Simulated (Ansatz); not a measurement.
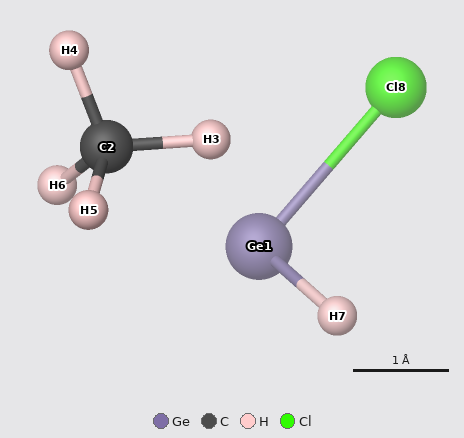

*The structure as given in the input (ball-and-stick view, seen at a tilt; atoms are numbered from 1 in the order of the input). Sticks mark near contacts.*

## Geometry relaxation, with input and output: CH5ClGe

CH5ClGe, computed with RKS PBE/def2-SVP (Ansatz 0.2.0).

It belongs to a series of runs on one base structure; here: end point B relaxed. Figures and captions count atoms from 1; the log counts them from 0 in places.

## The program's output
```
The last accepted step is kept in [file] (removed where the run ends without a failure and the disk answers)
Engine: ansatz 0.2.0, x86_64-unknown-linux-gnu
Functional definition: PBE
  parameter kappa = 0.804
  parameter beta = 0.06672455060314922
  exchange = pbe_x(kappa = kappa, mu = beta*pi^2/3)
  correlation = pbe_c(beta = beta)
994 factors; their error is unknown
mean field evaluation 1: about -70126.2840 eV, gradient 5.1e1 eV
mean field evaluation 2: about -70116.4137 eV, gradient 7.4e1 eV
mean field evaluation 4: about -70132.3709 eV, gradient 6.6e0 eV
mean field evaluation 8: about -70132.5128 eV, gradient 1.1e-1 eV
mean field evaluation 16: about -70132.4547 eV, gradient 1.7e-4 eV
mean field -70132.45474227 eV, -2577.3201742933 hartree, gradient 6.1e-5 eV, S^2 0.000000; 0 other end points of the search recorded, 0 dependent functions left out
the calculation of the forces begins
reference -70132.45477603 eV, -2577.3201755340 hartree; 30, 30 occupied and 59, 59 virtual orbitals, 994 factors
relax step   1: F+E_penalty+E_count = -70132.45474227 eV  Δ(F+E_penalty+E_count) = +0.000e0 eV  max|allowed force component| = 1.174e-1 eV/Å  Δτ_max = 0.0000 Å  (26 SCF iters, accepted)
these checks for a lower state are left out or cut short: starts, cluster_reference, orbital_swaps, neighbouring_geometries, increment
994 factors; their error is unknown
mean field -70132.45861555 eV, -2577.3203166337 hartree, gradient 1.3e-5 eV, S^2 0.000000; 0 other end points of the search recorded, 0 dependent functions left out
the calculation of the forces begins
reference -70132.45864955 eV, -2577.3203178832 hartree; 30, 30 occupied and 59, 59 virtual orbitals, 994 factors
relax step   2: F+E_penalty+E_count = -70132.45861555 eV  Δ(F+E_penalty+E_count) = -3.873e-3 eV  max|allowed force component| = 2.382e-1 eV/Å  Δτ_max = 0.1582 Å  (26 SCF iters, accepted)
these checks for a lower state are left out or cut short: starts, cluster_reference, orbital_swaps, neighbouring_geometries, increment
994 factors; their error is unknown
mean field evaluation 32: about -70132.4628 eV, gradient 6.4e-6 eV
mean field -70132.46284202 eV, -2577.3204719537 hartree, gradient 6.4e-6 eV, S^2 0.000000; 0 other end points of the search recorded, 0 dependent functions left out
the calculation of the forces begins
reference -70132.46287585 eV, -2577.3204731969 hartree; 30, 30 occupied and 59, 59 virtual orbitals, 994 factors
relax step   3: F+E_penalty+E_count = -70132.46284202 eV  Δ(F+E_penalty+E_count) = -4.226e-3 eV  max|allowed force component| = 1.346e-1 eV/Å  Δτ_max = 0.0611 Å  (26 SCF iters, accepted)
these checks for a lower state are left out or cut short: starts, cluster_reference, orbital_swaps, neighbouring_geometries, increment
994 factors; their error is unknown
mean field -70132.46803079 eV, -2577.3206626372 hartree, gradient 2.6e-5 eV, S^2 0.000000; 0 other end points of the search recorded, 0 dependent functions left out
the calculation of the forces begins
reference -70132.46806413 eV, -2577.3206638625 hartree; 30, 30 occupied and 59, 59 virtual orbitals, 994 factors
relax step   4: F+E_penalty+E_count = -70132.46803079 eV  Δ(F+E_penalty+E_count) = -5.189e-3 eV  max|allowed force component| = 1.581e-1 eV/Å  Δτ_max = 0.1744 Å  (28 SCF iters, accepted)
these checks for a lower state are left out or cut short: starts, cluster_reference, orbital_swaps, neighbouring_geometries, increment
994 factors; their error is unknown
mean field -70132.45812616 eV, -2577.3202986489 hartree, gradient 1.5e-5 eV, S^2 0.000000; 0 other end points of the search recorded, 0 dependent functions left out
the calculation of the forces begins
reference -70132.45815973 eV, -2577.3202998825 hartree; 30, 30 occupied and 59, 59 virtual orbitals, 994 factors
relax step   5: F+E_penalty+E_count = -70132.45812616 eV  Δ(F+E_penalty+E_count) = +9.905e-3 eV  max|allowed force component| = 2.170e-1 eV/Å  Δτ_max = 0.1136 Å  (27 SCF iters, rejected (line search))
these checks for a lower state are left out or cut short: starts, cluster_reference, orbital_swaps, neighbouring_geometries, increment
994 factors; their error is unknown
mean field -70132.47159814 eV, -2577.3207937350 hartree, gradient 7.0e-6 eV, S^2 0.000000; 0 other end points of the search recorded, 0 dependent functions left out
the calculation of the forces begins
reference -70132.47163161 eV, -2577.3207949651 hartree; 30, 30 occupied and 59, 59 virtual orbitals, 994 factors
relax step   6: F+E_penalty+E_count = -70132.47159814 eV  Δ(F+E_penalty+E_count) = -3.567e-3 eV  max|allowed force component| = 4.940e-2 eV/Å  Δτ_max = 0.0568 Å  (27 SCF iters, accepted)
these checks for a lower state are left out or cut short: starts, cluster_reference, orbital_swaps, neighbouring_geometries, increment
994 factors; their error is unknown
mean field -70132.47271489 eV, -2577.3208347747 hartree, gradient 7.4e-6 eV, S^2 0.000000; 0 other end points of the search recorded, 0 dependent functions left out
the calculation of the forces begins
reference -70132.47274849 eV, -2577.3208360096 hartree; 30, 30 occupied and 59, 59 virtual orbitals, 994 factors
relax step   7: F+E_penalty+E_count = -70132.47271489 eV  Δ(F+E_penalty+E_count) = -1.117e-3 eV  max|allowed force component| = 1.470e-2 eV/Å  Δτ_max = 0.0449 Å  (26 SCF iters, accepted)
these checks for a lower state are left out or cut short: starts, cluster_reference, orbital_swaps, neighbouring_geometries, increment
994 factors; their error is unknown
mean field evaluation 64: about -70132.4730 eV, gradient 2.8e-5 eV
mean field -70132.47299446 eV, -2577.3208450488 hartree, gradient 6.6e-6 eV, S^2 0.000000; 0 other end points of the search recorded, 0 dependent functions left out
the calculation of the forces begins
reference -70132.47302808 eV, -2577.3208462844 hartree; 30, 30 occupied and 59, 59 virtual orbitals, 994 factors
relax step   8: F+E_penalty+E_count = -70132.47299446 eV  Δ(F+E_penalty+E_count) = -2.796e-4 eV  max|allowed force component| = 3.329e-2 eV/Å  Δτ_max = 0.0419 Å  (27 SCF iters, accepted)
these checks for a lower state are left out or cut short: starts, cluster_reference, orbital_swaps, neighbouring_geometries, increment
994 factors; their error is unknown
mean field -70132.47313760 eV, -2577.3208503093 hartree, gradient 6.5e-6 eV, S^2 0.000000; 0 other end points of the search recorded, 0 dependent functions left out
the calculation of the forces begins
reference -70132.47317121 eV, -2577.3208515441 hartree; 30, 30 occupied and 59, 59 virtual orbitals, 994 factors
relax step   9: F+E_penalty+E_count = -70132.47313760 eV  Δ(F+E_penalty+E_count) = -1.431e-4 eV  max|allowed force component| = 2.709e-2 eV/Å  Δτ_max = 0.0185 Å  (27 SCF iters, accepted)
```

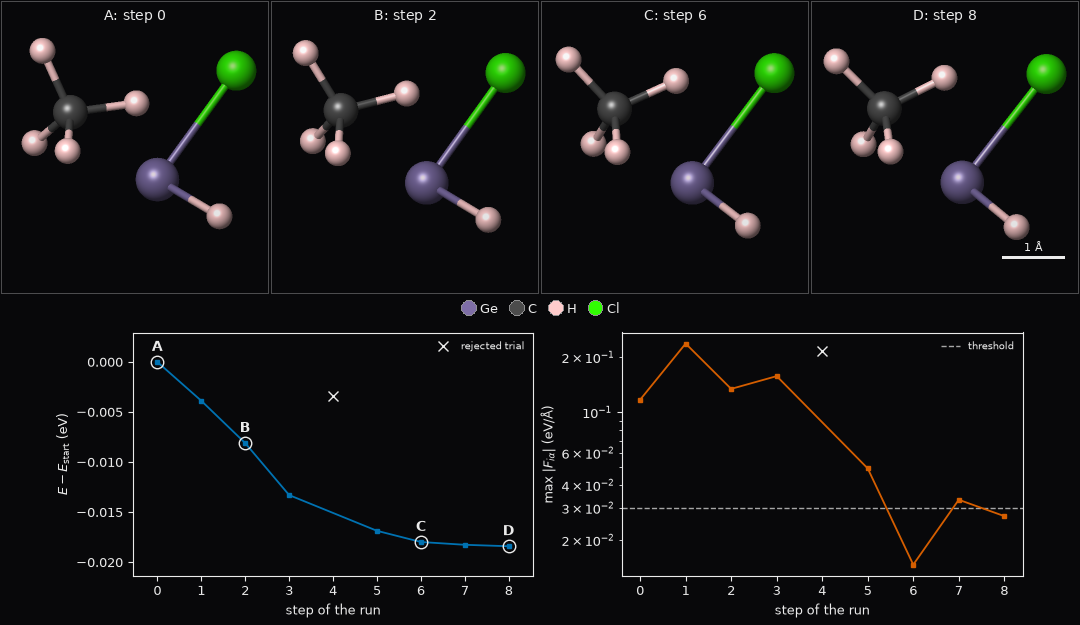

*Frames of the relaxation (ball-and-stick view, seen at a tilt) above the curves, on which the letters mark them (the first geometry is step 0 here and step 1 in the log).*

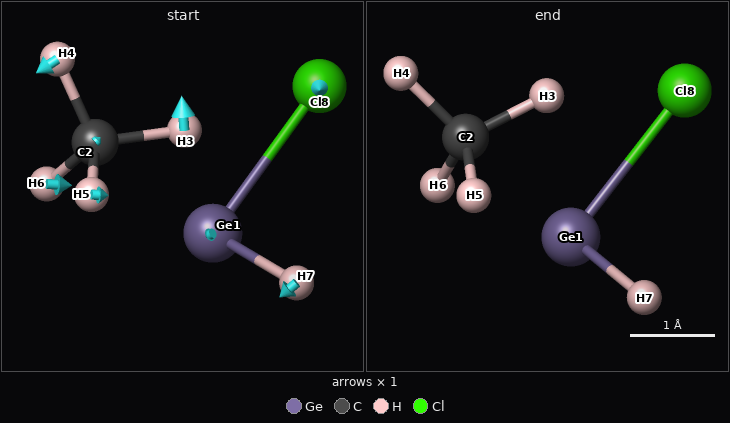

*Before (left) and after (right) the relaxation, at one scale (ball-and-stick view, seen at a tilt). The teal arrows give the displacements, at true length.*

Over 8 geometry steps the energy falls by 0.018 eV. Largest force component: 0.12 eV/Å at the start, 0.027 eV/Å at the end. The line search rejected the trial step at point 4 (counted from 0) and went back. The largest move after the best rigid fit is that of H3, 0.42 Å. By element the largest moves are H 0.42 Å, Cl 0.20 Å, Ge 0.13 Å, C 0.09 Å. Distances before and after: C2–H6 1.109 → 1.116 Å, Ge1–H7 1.617 → 1.623 Å, C2–H3 1.110 → 1.106 Å. (Atoms are counted from 1 in the order of the input.)

```
994 factors; their error is unknown
mean field -70132.47313760 eV, -2577.3208503093 hartree, gradient 6.4e-6 eV, S^2 0.000000; 1 other end points of the search recorded, 0 dependent functions left out
the calculation of the forces begins
reference -70132.47317121 eV, -2577.3208515441 hartree; 30, 30 occupied and 59, 59 virtual orbitals, 994 factors
Total energy: -70132.47317121 eV, -2577.3208515441 hartree
Atom 0 at     0.003861    -0.030622    -1.068888 Å, force    -0.005269     0.008701     0.003826 eV/Å
Atom 1 at     1.405981    -0.007016     1.814315 Å, force    -0.003228     0.010969    -0.001756 eV/Å
Atom 2 at     0.418464    -0.498015     1.897203 Å, force     0.017137     0.009291    -0.002937 eV/Å
Atom 3 at     2.177454    -0.641901     2.288921 Å, force    -0.005865     0.007959     0.006757 eV/Å
Atom 4 at     1.374681     0.990387     2.290771 Å, force    -0.000655    -0.027094    -0.005776 eV/Å
Atom 5 at     1.696661     0.115674     0.744265 Å, force    -0.007641    -0.001350     0.003035 eV/Å
Atom 6 at    -0.784800     1.155335    -0.290488 Å, force     0.005571    -0.014024    -0.004185 eV/Å
Atom 7 at    -1.395401    -1.630542    -0.418001 Å, force    -0.000051     0.005549     0.001035 eV/Å
Dipole moment:     0.301938     0.242401     0.041147 e Å
```

## Trajectory as extended XYZ (Å, eV, eV/Å), 9 frames, from step=1 to step=9
```
8
Properties=species:S:1:pos:R:3:forces:R:3 step=1 energy=-70132.45474
Ge   -0.0764   -0.0279   -0.9697    0.0640  -0.0197  -0.1174
C     1.4731    0.0457    1.7877    0.0129  -0.0207   0.0471
H     0.3900   -0.1593    1.6561    0.0289  -0.0125  -0.0185
H     1.9183   -0.7922    2.3562   -0.0001   0.0111   0.0089
H     1.5843    0.9949    2.3434    0.0052   0.0013   0.0099
H     2.0072    0.1287    0.8191   -0.0492   0.0043  -0.0081
H    -0.9956    1.0261   -0.1585   -0.0481   0.0495   0.0436
Cl   -1.4040   -1.7627   -0.5762   -0.0135  -0.0134   0.0345
8
Properties=species:S:1:pos:R:3:forces:R:3 step=2 energy=-70132.45862
Ge   -0.0955   -0.0102   -1.0497   -0.0269  -0.0220  -0.0054
C     1.4850    0.0338    1.8282   -0.1467  -0.0741   0.0351
H     0.4010   -0.2281    1.7981    0.2382   0.0515  -0.0434
H     2.0186   -0.7554    2.3988   -0.0350   0.1122  -0.0999
H     1.6020    1.0158    2.3268    0.0005  -0.0593  -0.0190
H     1.9251    0.0942    0.8060   -0.0815  -0.0392   0.1196
H    -1.0161    1.0432   -0.2276    0.0217   0.0166   0.0040
Cl   -1.4232   -1.7399   -0.6225    0.0295   0.0143   0.0089
8
Properties=species:S:1:pos:R:3:forces:R:3 step=3 energy=-70132.46284
Ge   -0.0684   -0.0019   -1.0392   -0.0190  -0.0067  -0.0189
C     1.4646    0.0268    1.8192   -0.1219  -0.0393   0.0770
H     0.3893   -0.2558    1.8211    0.1346   0.0275  -0.0245
H     2.0323   -0.7428    2.3800   -0.0137   0.0612  -0.0752
H     1.5792    1.0164    2.3012    0.0003  -0.0332  -0.0170
H     1.8697    0.0802    0.7845   -0.0191  -0.0239   0.0419
H    -0.9790    1.0605   -0.2165    0.0210   0.0040   0.0028
Cl   -1.3908   -1.7301   -0.5922    0.0179   0.0104   0.0140
8
Properties=species:S:1:pos:R:3:forces:R:3 step=4 energy=-70132.46803
Ge    0.0042    0.0190   -1.0664   -0.1233  -0.0315   0.0911
C     1.4022    0.0055    1.8016    0.0015  -0.1581   0.1414
H     0.3570   -0.3522    1.8937    0.1022   0.0255  -0.0157
H     2.0842   -0.7170    2.3018   -0.1080   0.1258  -0.1292
H     1.4989    1.0050    2.2619   -0.0039   0.0231   0.0008
H     1.7065    0.0734    0.7306    0.0168  -0.0159   0.0100
H    -0.8572    1.0995   -0.2124    0.0662   0.0254  -0.0534
Cl   -1.2988   -1.6800   -0.4528    0.0485   0.0057  -0.0451
8
Properties=species:S:1:pos:R:3:forces:R:3 step=5 energy=-70132.45813 accepted=F
Ge   -0.0215    0.0094   -1.0732    0.0906  -0.0438  -0.0385
C     1.3892   -0.0026    1.8100    0.0670  -0.2170   0.0473
H     0.3617   -0.4034    1.9403    0.1745   0.0621  -0.0363
H     2.1251   -0.6992    2.2764   -0.1948   0.1821  -0.1437
H     1.4678    1.0012    2.2649   -0.0124   0.0060   0.0107
H     1.6514    0.0783    0.7239   -0.0281  -0.0300   0.1099
H    -0.7915    1.1844   -0.2496   -0.0961  -0.1553   0.0302
Cl   -1.2852   -1.7148   -0.4346   -0.0008   0.1959   0.0204
8
Properties=species:S:1:pos:R:3:forces:R:3 step=6 energy=-70132.47160
Ge   -0.0046    0.0075   -1.0625    0.0190  -0.0307  -0.0163
C     1.4053   -0.0004    1.8079    0.0009  -0.0146  -0.0194
H     0.3790   -0.4043    1.8888    0.0208   0.0002   0.0072
H     2.1149   -0.6891    2.3051   -0.0172   0.0276  -0.0100
H     1.4528    1.0058    2.2625    0.0009  -0.0075   0.0147
H     1.7156    0.0764    0.7388   -0.0055  -0.0035   0.0106
H    -0.8363    1.1226   -0.2373   -0.0100   0.0494   0.0181
Cl   -1.3297   -1.6652   -0.4452   -0.0088  -0.0209  -0.0050
8
Properties=species:S:1:pos:R:3:forces:R:3 step=7 energy=-70132.47271
Ge    0.0034   -0.0186   -1.0671   -0.0127   0.0147   0.0130
C     1.4036   -0.0010    1.8111    0.0055  -0.0052  -0.0061
H     0.3942   -0.4429    1.8970   -0.0019  -0.0002   0.0012
H     2.1432   -0.6734    2.2842    0.0045   0.0009  -0.0012
H     1.4233    0.9949    2.2894   -0.0056   0.0019  -0.0020
H     1.6962    0.1091    0.7400   -0.0004   0.0011   0.0095
H    -0.8059    1.1385   -0.2662    0.0128  -0.0110  -0.0134
Cl   -1.3611   -1.6533   -0.4303   -0.0023  -0.0021  -0.0010
8
Properties=species:S:1:pos:R:3:forces:R:3 step=8 energy=-70132.47299
Ge    0.0050   -0.0287   -1.0694   -0.0090   0.0158   0.0104
C     1.4039   -0.0051    1.8136   -0.0038   0.0069  -0.0028
H     0.4094   -0.4819    1.8990    0.0266   0.0149  -0.0034
H     2.1680   -0.6533    2.2825   -0.0090   0.0114   0.0037
H     1.3900    0.9911    2.2940   -0.0029  -0.0333  -0.0114
H     1.6920    0.1174    0.7424   -0.0095  -0.0007   0.0134
H    -0.7880    1.1516   -0.2855    0.0089  -0.0200  -0.0103
Cl   -1.3834   -1.6379   -0.4184   -0.0013   0.0050   0.0005
8
Properties=species:S:1:pos:R:3:forces:R:3 step=9 energy=-70132.47314
Ge    0.0039   -0.0306   -1.0689   -0.0053   0.0087   0.0038
C     1.4060   -0.0070    1.8143   -0.0032   0.0110  -0.0018
H     0.4185   -0.4980    1.8972    0.0171   0.0093  -0.0029
H     2.1775   -0.6419    2.2889   -0.0059   0.0080   0.0068
H     1.3747    0.9904    2.2908   -0.0007  -0.0271  -0.0058
H     1.6967    0.1157    0.7443   -0.0076  -0.0014   0.0030
H    -0.7848    1.1553   -0.2905    0.0056  -0.0140  -0.0042
Cl   -1.3954   -1.6305   -0.4180   -0.0001   0.0055   0.0010
```

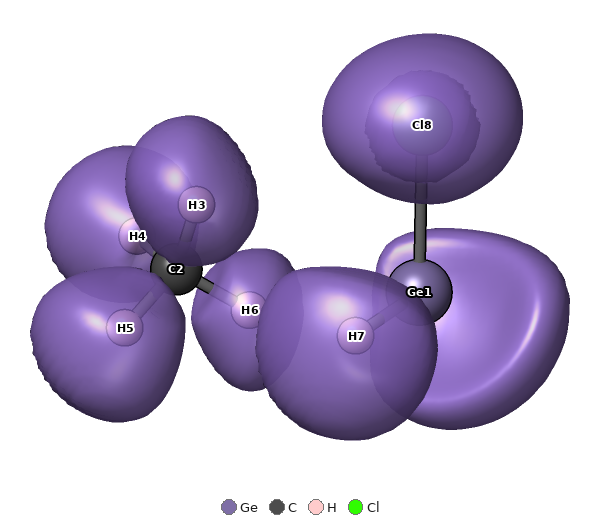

*Isosurface of the electron localisation function at 0.75 (purple), seen at a tilt. Only the valence region is drawn (cores and ρ < 0.01 e/Å³ removed).*

Along the contacts the grid gives the following. Ge1···H6 (2.48 Å): the ELF is only about 0.10 between them; a non-bonded, intermolecular contact. Ge–Cl (2.22 Å): the ELF peaks at about 0.80 in the valence shell of Cl, 0.8 Å from its nucleus, and is about 0.55 at the midpoint.

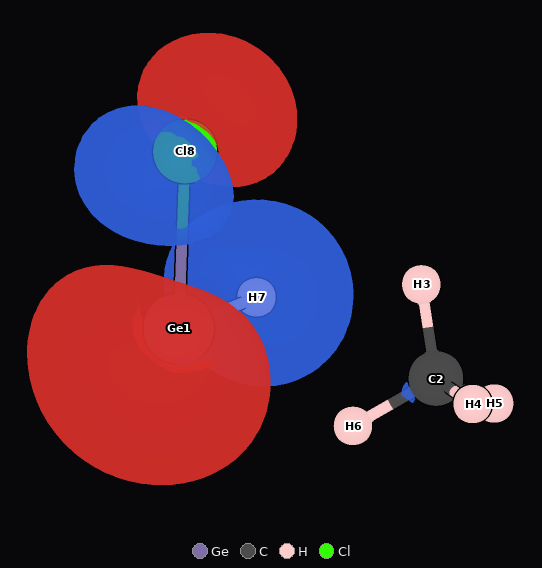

*The HOMO at ±0.1 Å⁻³ᐟ² (blue and red are the two phases), seen at an oblique angle.*

It lies mainly on Ge1 (50 %), Cl8 (25 %) and H7 (20 %). Its energy is −5.81 eV.

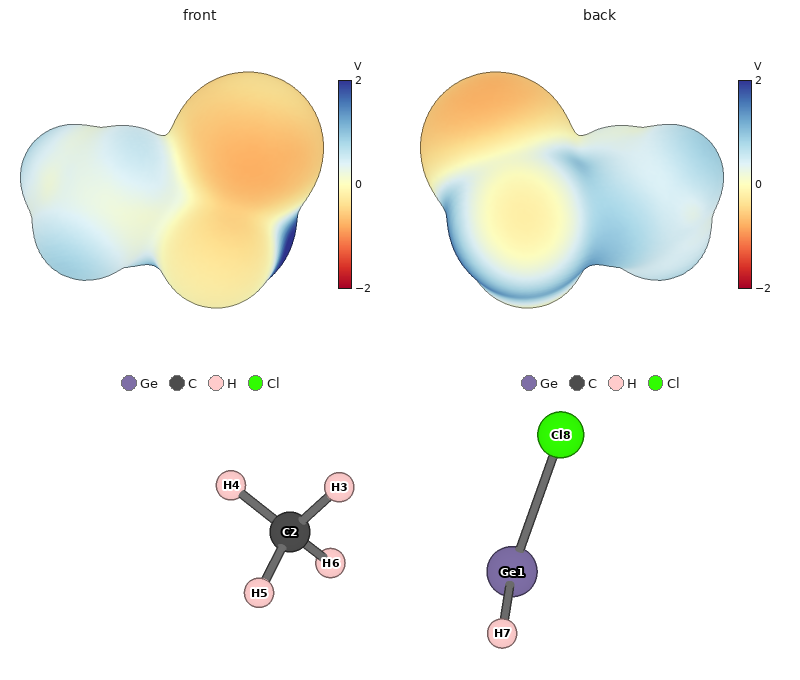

*The molecular electrostatic potential painted on the density surface at 0.002 e/bohr³, seen face on and from behind; the colour scale runs from red (negative) to blue (positive). The bare structure is drawn below in the same view.*

This output came from the following input.

## Input file
```yaml
crystal:
  periodic: [false, false, false]
  atoms:
    - { symbol: Ge, position_ang: [-0.076398, -0.027949, -0.96972] }
    - { symbol: C, position_ang: [1.473064, 0.045702, 1.787747] }
    - { symbol: H, position_ang: [0.390029, -0.159268, 1.65609] }
    - { symbol: H, position_ang: [1.918309, -0.792168, 2.35616] }
    - { symbol: H, position_ang: [1.584262, 0.99485, 2.343406] }
    - { symbol: H, position_ang: [2.007219, 0.128732, 0.819146] }
    - { symbol: H, position_ang: [-0.995565, 1.026062, -0.158515] }
    - { symbol: Cl, position_ang: [-1.404019, -1.762661, -0.576214] }
basis:
  gaussian: { orbitals: def2-SVP }
hamiltonian:
  xc: pbe
relax:
  f_tol: 0.03
  max_steps: 50
output:
  orbitals: {}
```

Launch command:
```bash
ansatz run input.yaml --threads 2 --pin off --max-ram 3072MiB --backend cpu --events-out ev --progress --plain --runs-dir out
```

## Results in brief

- outcome: converged
- total energy: −70132.4732 eV
- mean-field energy: −70132.4732 eV
- largest force (length of the vector) at the end: 0.028 eV/Å
- hardware: 2 threads of Intel Xeon (Granite Rapids), 32 GiB of memory available, shared host
- wall time: 6.5 s (CPU time 12 s)
- peak memory: 0.14 GiB
